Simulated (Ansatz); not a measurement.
# H4N2O2W (SMILES [NH]=[W](=[NH])([OH])[OH]): what the fields show

Input

```
crystal:
  periodic: [false, false, false]
  atoms:
    - {symbol: N, position_ang: [-0.482722, 0.361151, -1.577223]}
    - {symbol: W, position_ang: [-0.079142, -0.016252, 0.083145]}
    - {symbol: N, position_ang: [1.646474, -0.121975, 0.353691]}
    - {symbol: O, position_ang: [-0.828917, -1.708544, 0.524818]}
    - {symbol: O, position_ang: [-0.783869, 1.377184, 1.170668]}
    - {symbol: H, position_ang: [-0.308849, 0.584806, -2.543484]}
    - {symbol: H, position_ang: [2.623452, -0.109247, 0.110256]}
    - {symbol: H, position_ang: [-1.517683, -2.085537, -0.026479]}
    - {symbol: H, position_ang: [-0.268744, 1.718414, 1.904598]}
basis:
  gaussian: {orbitals: def2-TZVPP}
hamiltonian: {xc: pbe0, dispersion: d4}
output: {orbitals: {seedname: orbitals}}
```

Command:

```sh
ansatz run in.yaml --threads 4 --pin off --events-out ev --progress --plain --max-ram 10444MiB
```

Geometry: PBE0-D4/def2-TZVP; core potentials replace the inner electrons of W.

All numbers below come from RKS PBE0-D4/def2-TZVPP in Ansatz 0.2.0.

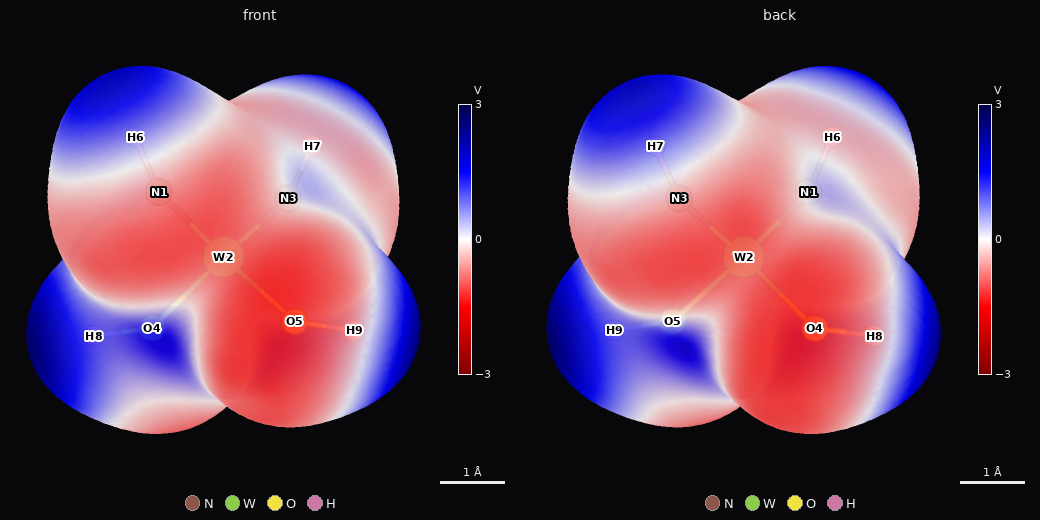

Figure 1. The molecular electrostatic potential painted on the density surface at 0.002 e/bohr³, seen from the front and from behind; the colour scale runs from red (negative) to blue (positive).

Where is the surface potential most negative and most positive?

The most negative region (about −1.3 V) lies over O4 and O5, the most positive (about +2.6 V) over H8 and H9.

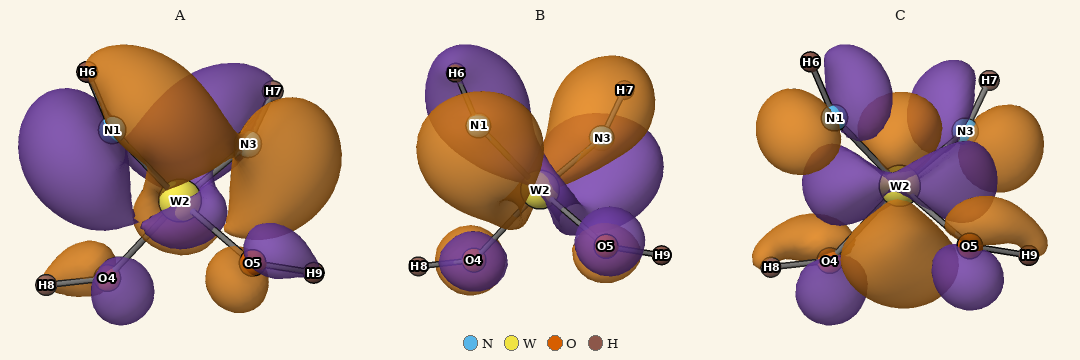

Figure 2. Three frontier orbitals at ±0.1 Å⁻³ᐟ² (orange and purple are the two phases), in no order.

Which picture is the HOMO−1, the HOMO and the LUMO?

A is the HOMO−1 (−7.90 eV). Its weight (Hirshfeld) is mainly on N1 (about 35 %), N3 (about 35 %) and W2 (about 20 %). B is the HOMO (−7.59 eV). Its weight (Hirshfeld) is mainly on N1 (about 35 %), N3 (about 35 %) and W2 (about 15 %). C is the LUMO (−0.63 eV). Its weight (Hirshfeld) is mainly on W2 (about 60 %), N1 (about 10 %), N3 (about 10 %), O4 (about 10 %) and O5 (about 10 %).

What is the HOMO–LUMO gap?

6.96 eV between the orbital energies.

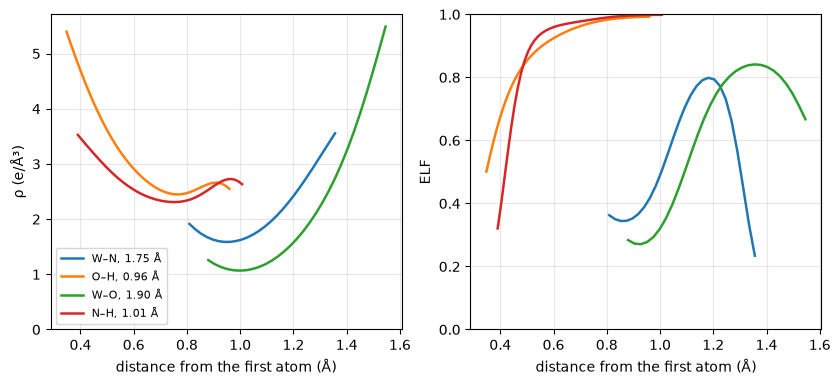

Figure 3. Electron density and electron localisation function along straight lines between neighbouring atoms. The curves leave out the atomic cores.

Compare the contacts.

W–N (1.75 Å): ρ is about 1.7 e/Å³ halfway; the ELF peaks at about 0.80 in the valence shell of N, 0.6 Å from its nucleus, and is about 0.35 at the midpoint.
O–H (0.96 Å): ρ at the midpoint is about 3.8 e/Å³; the ELF climbs to about 1 towards the hydrogen, as it does in any bond to H; an ordinary covalent bond to hydrogen.
W–O (1.90 Å): ρ at the midpoint is about 1.1 e/Å³; the ELF peaks at about 0.85 in the valence shell of O, 0.5 Å from its nucleus, and drops to about 0.25 between the two atoms.
N–H (1.01 Å): ρ is about 2.9 e/Å³ halfway; the ELF climbs to about 1 towards the hydrogen; a covalent bond by its length.
